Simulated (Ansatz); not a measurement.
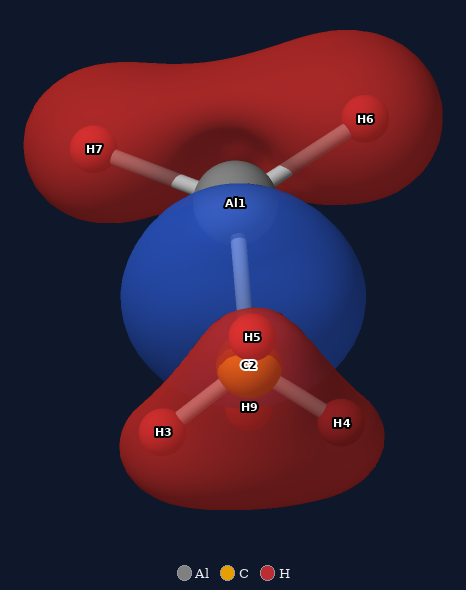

*CH5Al···H2. The HOMO at ±0.1 Å⁻³ᐟ² (red and blue are the two phases), seen at an oblique angle.*

Not at a stationary point (largest force 1.9 eV/Å).

These are results of Ansatz 0.2.0, RKS PBE/def2-SVP, not measurements.

```yaml
atoms:
  - { symbol: Al, position_ang: [0.0214, 0.1768, 0.2128] }
  - { symbol: C, position_ang: [0.0184, 0.1520, 2.1832] }
  - { symbol: H, position_ang: [-0.9506, -0.1806, 2.6109] }
  - { symbol: H, position_ang: [0.8297, -0.4693, 2.6184] }
  - { symbol: H, position_ang: [0.1898, 1.1837, 2.5676] }
  - { symbol: H, position_ang: [1.3998, 0.1339, -0.6033] }
  - { symbol: H, position_ang: [-1.3488, 0.3083, -0.6045] }
  - { symbol: H, position_ang: [-0.3288, -2.4983, 0.7653] }
  - { symbol: H, position_ang: [-0.2591, -1.9502, 1.2355] }
```

What is the character of this orbital?

Answer. It lies mainly on C2 (about 45 %), Al1 (about 25 %), H6 (about 10 %) and H7 (about 5 %). Its energy is −6.77 eV.
